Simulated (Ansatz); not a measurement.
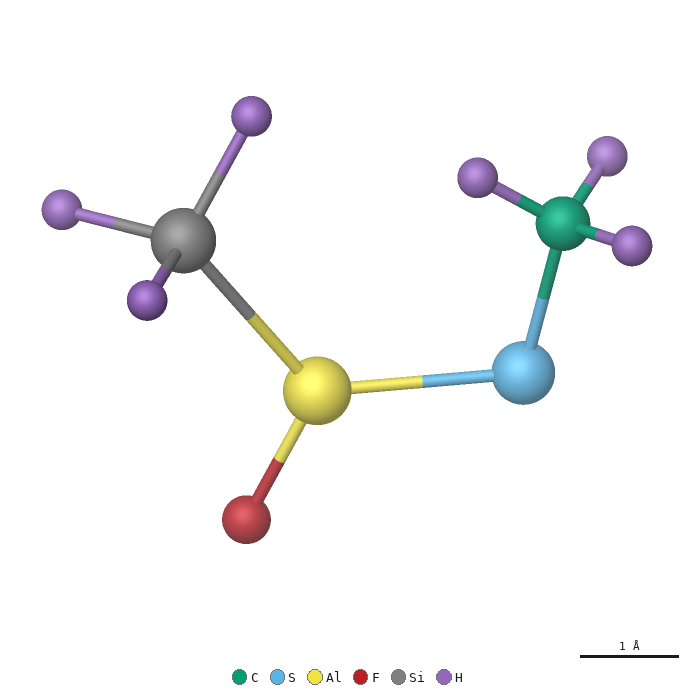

The computed structure is the end point of a PBE0-D4/def2-TZVP optimisation. No frequency run is at hand to confirm it as a minimum.

**Give the formula.**

CH6AlFSSi, 11 atoms: 1 carbon, 6 hydrogen, 1 aluminium, 1 fluorine, 1 sulfur and 1 silicon.

**Count the bonded pairs by element.**

3 C–H, 3 Si–H, 1 C–S, 1 Al–S, 1 Al–F, 1 Al–Si.

More results for the same structure follow; atom numbers are the same in all pictures, views and colours differ.

### Shape

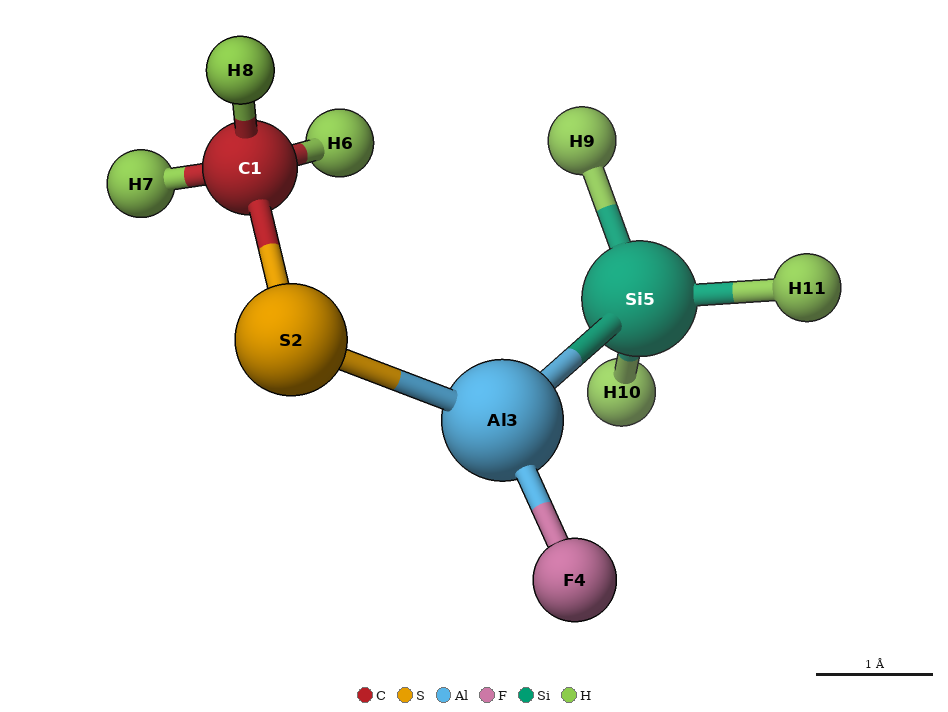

No frequency run is at hand to confirm it as a minimum.

What are the angles S2–C1–H6, S2–C1–H7, S2–C1–H8, C1–S2–Al3, S2–Al3–F4, S2–Al3–Si5, F4–Al3–Si5, Al3–Si5–H9, Al3–Si5–H10, Al3–Si5–H11?

| angle | degrees |
| --- | --- |
| S2–C1–H6 | 112.4 |
| S2–C1–H7 | 108.7 |
| S2–C1–H8 | 108.4 |
| C1–S2–Al3 | 101.9 |
| S2–Al3–F4 | 115.6 |
| S2–Al3–Si5 | 126.3 |
| F4–Al3–Si5 | 118.1 |
| Al3–Si5–H9 | 112.5 |
| Al3–Si5–H10 | 110.1 |
| Al3–Si5–H11 | 110.2 |

### Dipole moment

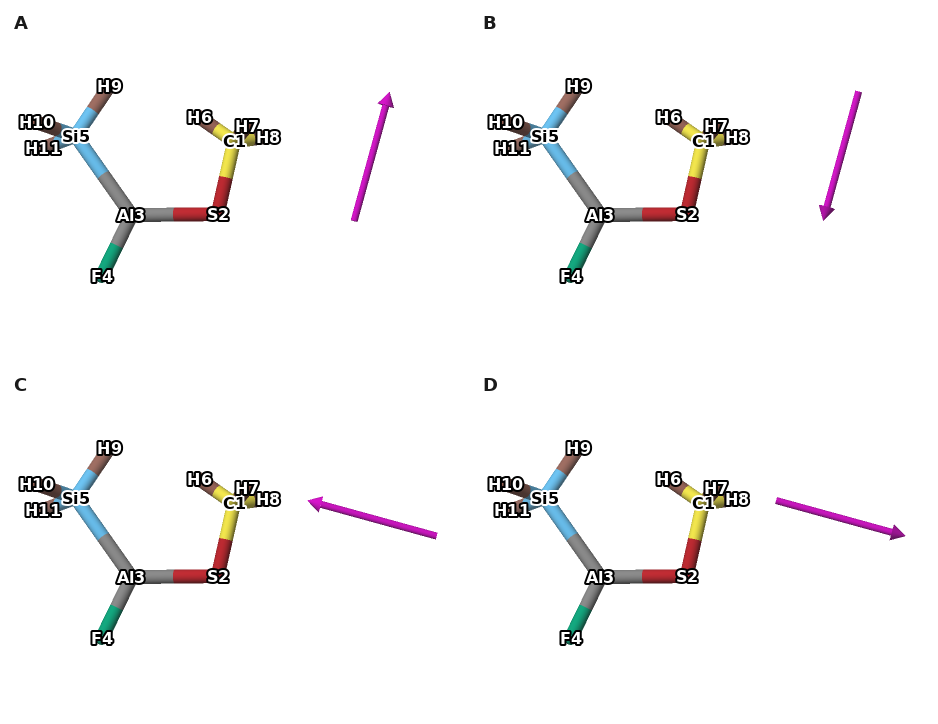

The same molecule four times, each with an arrow. No frequency run is at hand to confirm it as a minimum. Properties computed with RKS PBE-D4/def2-TZVPP (Ansatz 0.2.0).

**Which arrow points along the dipole moment, from the negative to the positive end?**

A. The dipole moment is 2.64 D; it points from the side of F4 to the side of H9 (the outermost atoms at the two ends).

### Levels of theory compared

No frequency run is at hand to confirm it as a minimum. Program: Ansatz 0.2.0.

At this fixed geometry, give HOMO–LUMO gap (eV), HOMO energy (eV) at these levels: B3LYP-D4/def2-TZVPP; PBE-D4/def2-TZVPP; PBE0-D4/def2-TZVPP; r2SCAN-D4/def2-TZVPP; ωB97M-V/def2-TZVPP; ωB97X-V/def2-TZVPP.

| level | HOMO–LUMO gap (eV) | HOMO energy (eV) |
| --- | --- | --- |
| B3LYP-D4/def2-TZVPP | 5.56 | −7.14 |
| PBE-D4/def2-TZVPP | 4.07 | −6.22 |
| PBE0-D4/def2-TZVPP | 5.96 | −7.38 |
| r2SCAN-D4/def2-TZVPP | 4.51 | −6.48 |
| ωB97M-V/def2-TZVPP | 9.81 | −9.55 |
| ωB97X-V/def2-TZVPP | 10.19 | −9.70 |

### Charges

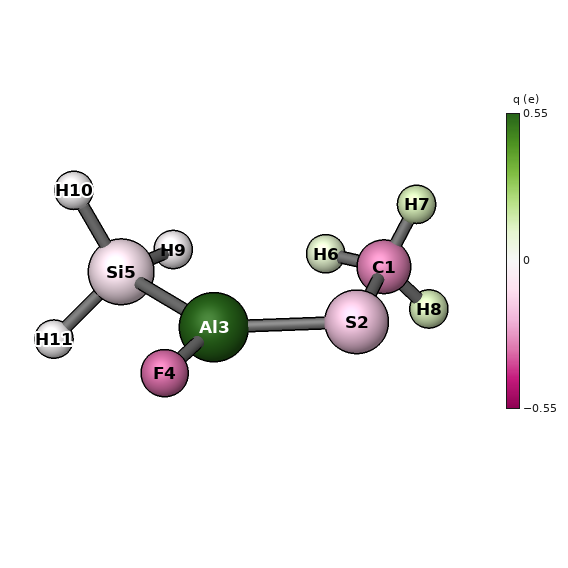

Atoms are coloured by their Mulliken charges. No frequency run is at hand to confirm it as a minimum. Level of theory: RKS ωB97M-V/def2-TZVPP (Ansatz 0.2.0).

**Which atom carries the highest charge (most positive or least negative)?**

Al3 (0.55 e).

**And the lowest?**

F4 (−0.34 e).

List the Mulliken charges.

```csv
atom,value (e)
C1,−0.31
S2,−0.17
Al3,0.55
F4,−0.34
Si5,−0.08
H6,0.11
H7,0.14
H8,0.14
H9,−0.02
H10,−0.01
H11,−0.01
```

Mulliken values depend strongly on the basis set and can even reverse the polarity of a bond.
